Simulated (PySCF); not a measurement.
# SiO2 (silicon dioxide molecule) at CCSD(T)/6-31G(d) (spherical functions)

Aim: the vertical singlet–triplet gap of SiO2 (silicon dioxide molecule) at CCSD(T)/6-31G* (spherical functions), from 2 runs. 

Program for the calculation: PySCF 2.14.0.

## Step 1: The molecule

SiO2: 3 atoms, total charge 0, spin state singlet. As SMILES, `O=[Si]=O`. The shape is that of a GFN2-xTB optimisation.

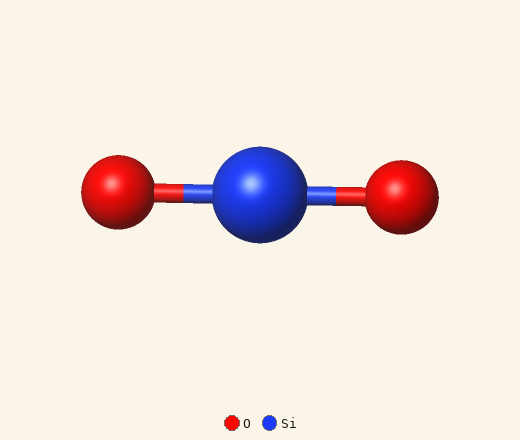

Viewed from a chosen angle; oxygen red, silicon blue.

## Step 2: A single-point energy at CCSD(T)/6-31G(d) (spherical functions)

The input, job.py:

```python
from pyscf import gto, scf, cc

mol = gto.M(
    atom=[
    ('O', (0.691230, 1.217290, 0.513740)),
    ('Si', (-0.000730, 0.000440, -0.000160)),
    ('O', (-0.690510, -1.217740, -0.513580)),
],
    basis='6-31g*',
    verbose=3,
    spin=0,
    max_memory=1860,
)

mf = scf.RHF(mol)
mf.conv_tol = 1e-10
mf.kernel()
if not mf.converged:
    mf = mf.newton().run(mf.mo_coeff, mf.mo_occ)

mycc = cc.CCSD(mf, frozen=7)
mycc.kernel()
e_t = mycc.ccsd_t()
etot = mycc.e_tot + e_t
print('E = %.10f Eh' % etot)
```

Started as:

```console
$ OMP_NUM_THREADS=1 python job.py
```

Output:

```text
converged SCF energy = -438.616037216298
E(CCSD) = -439.06347905373  E_corr = -0.4474418374319173
CCSD(T) correction = -0.0158732937143613
E = -439.0793523474 Eh
```

Run time: 1.9 s. Hardware: 1 thread of Arm Neoverse V1, shared host; peak memory 0.13 GiB.

## Step 3: The triplet

The input, input.py:

```python
from pyscf import gto, scf, cc

molecule = gto.Mole()
molecule.atom = [
    ('O', (0.691230, 1.217290, 0.513740)),
    ('Si', (-0.000730, 0.000440, -0.000160)),
    ('O', (-0.690510, -1.217740, -0.513580)),
]
molecule.spin = 2
molecule.verbose = 3
molecule.basis = '6-31g*'
molecule.max_memory = 1860
molecule.build()

mf = scf.UHF(molecule)
mf.conv_tol = 1e-10
mf.kernel()
if not mf.converged:
    mf = mf.newton().run(mf.mo_coeff, mf.mo_occ)

mycc = cc.CCSD(mf, frozen=7)
mycc.kernel()
e_t = mycc.ccsd_t()
etot = mycc.e_tot + e_t
print(f'total energy: {etot:.8f} hartree')
```

Started as:

```console
$ OMP_NUM_THREADS=1 python input.py
```

Output:

```text
WARN: HOMO -0.119682998348734 >= LUMO -0.506789196175573

converged SCF energy = -438.477283582476  <S^2> = 2.2114867  2S+1 = 3.1378252
E(UCCSD) = -438.9085432674937  E_corr = -0.4312596850181087
UCCSD(T) correction = -0.0166407535768982
total energy: -438.92518402 hartree
```

Run time: 6.9 s. Hardware: 1 thread of Arm Neoverse V1, shared host; peak memory 0.2 GiB.

## Step 4: Summary of results

Level: CCSD(T)/6-31G* (spherical functions), 7 core orbitals frozen.

| quantity | value |
| --- | --- |
| singlet: total energy | -439.07935 Eh |
| singlet: dipole moment (Hartree–Fock density) | 0.01 D |
| singlet: HOMO energy (Hartree–Fock orbitals) | -13.66 eV |
| singlet: LUMO energy (Hartree–Fock orbitals) | 0.36 eV |
| singlet: HOMO–LUMO gap (Hartree–Fock orbitals) | 14.02 eV |
| singlet: correlation energy (7 core orbitals frozen) | -463.3 mEh |
| singlet: (T) correction | -15.87 mEh |
| singlet: T1 diagnostic | 0.026 |
| triplet: total energy | -438.92518 Eh |
| triplet: dipole moment (Hartree–Fock density) | 0.01 D |
| triplet: HOMO energy (Hartree–Fock orbitals) (highest over α and β) | -8.16 eV |
| triplet: LUMO energy (Hartree–Fock orbitals) (lowest over α and β) | -1.75 eV |
| triplet: correlation energy (7 core orbitals frozen) | -447.9 mEh |
| triplet: (T) correction | -16.64 mEh |
| triplet: ⟨S²⟩ of the reference determinant | 2.211 |
| triplet: T1 diagnostic | 0.048 |
| vertical energy of the triplet above the singlet | 4.195 eV |

At this shape the triplet lies 4.20 eV (405 kJ/mol) above the singlet. The T1 diagnostic (singlet) of 0.026 is above the customary mark for such species, so a single reference may not serve. The triples (singlet) make up 3.4 % of the correlation energy. ⟨S²⟩ (triplet) is 2.21 where a pure triplet has 2.00: the reference is spin-contaminated. The T1 diagnostic (triplet) of 0.048 is above the customary mark for such species, so a single reference may not serve. Mulliken charges (triplet) of the mean-field density run from -0.35 on O1 to +0.70 on Si2.
